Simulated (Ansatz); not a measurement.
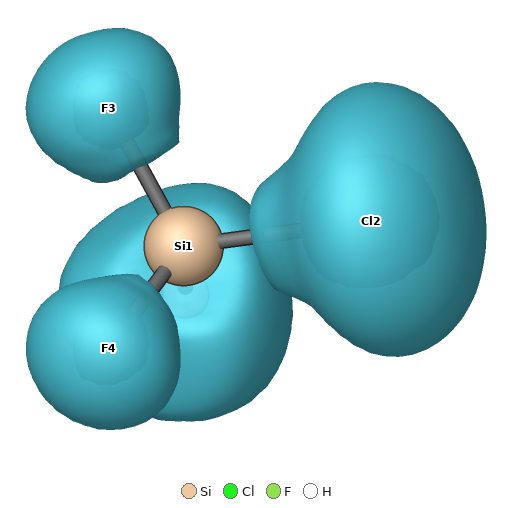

Figure. ClF₂HSi. Isosurface of the electron localisation function at 0.75 (cyan), seen at a tilt. Core shells and regions of very low density are left out.

Method: Ansatz 0.2.0, RKS CAM-B3LYP-D4/6-31G*.

```yaml
atoms:
  - { symbol: Si, position_ang: [-0.0072, -0.0130, 0.0183] }
  - { symbol: Cl, position_ang: [0.0076, 0.0130, 2.0490] }
  - { symbol: F, position_ang: [1.4903, 0.0141, -0.5011] }
  - { symbol: F, position_ang: [-0.7324, 1.2973, -0.5013] }
  - { symbol: H, position_ang: [-0.6955, -1.2054, -0.4802] }
```

> Describe the localisation domains.

The surface consists of one region around a hydrogen nucleus, one region on Cl in which the atom's valence shell and bonds are merged and two regions wrapped around F (its lone pairs, merged into a ring or cap). Profiles from the grid: Si–F (1.59 Å): the ELF peaks at about 0.85 in the valence shell of F, 0.5 Å from its nucleus, and is about 0.45 at the midpoint. Si–Cl (2.03 Å): the ELF peaks at about 0.90 between the atoms, as expected for a polar covalent bond.
